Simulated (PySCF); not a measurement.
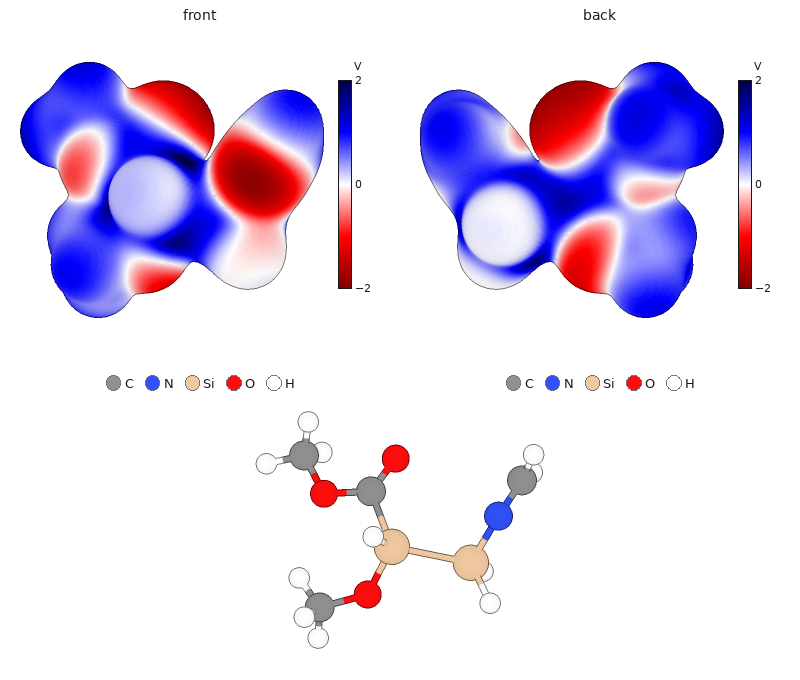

Figure. C4H11NO3Si2. The electrostatic potential painted on the density surface at 0.004 e/bohr³, seen from the front and from behind; the colour scale runs from red (negative) to blue (positive). The bare structure is drawn below in the same view.

Geometry: GFN2-xTB.

Level of theory: PySCF 2.14.0, PBE0/pcSseg-1, SCF density, gas phase, non-relativistic.

```
atom    x (Å)    y (Å)    z (Å)
   C   3.2533   2.2779  -0.0912
   N   3.0526   1.1190   0.3257
  Si   2.4624  -0.3435  -0.3450
  Si   0.4650  -0.5961   0.7525
   O   0.0240  -2.0596   0.2096
   C  -1.1406  -2.8062   0.4261
   C  -0.8163   0.7307   0.1765
   O  -0.5685   1.8219  -0.2789
   O  -2.0754   0.2742   0.3083
   C  -3.1249   1.1428  -0.1056
   H   3.1196   2.5977  -1.1269
   H   3.5873   3.0462   0.6022
   H   3.5126  -1.2764   0.0795
   H   2.3780  -0.4379  -1.8178
   H   0.3498  -0.5138   2.2214
   H  -1.1407  -3.2176   1.4373
   H  -1.1557  -3.6229  -0.2962
   H  -2.0269  -2.1837   0.2965
   H  -4.0550   0.6052   0.0596
   H  -3.0075   1.3965  -1.1608
   H  -3.1021   2.0626   0.4816
```

> Where is the surface potential most negative and most positive?

The most negative region (about −1.8 V) lies over N2, the most positive (about +1.8 V) over Si4. N2 is the likeliest acceptor of a hydrogen bond.

> How polar is the molecule by this calculation?

Its dipole moment is 2.39 D.
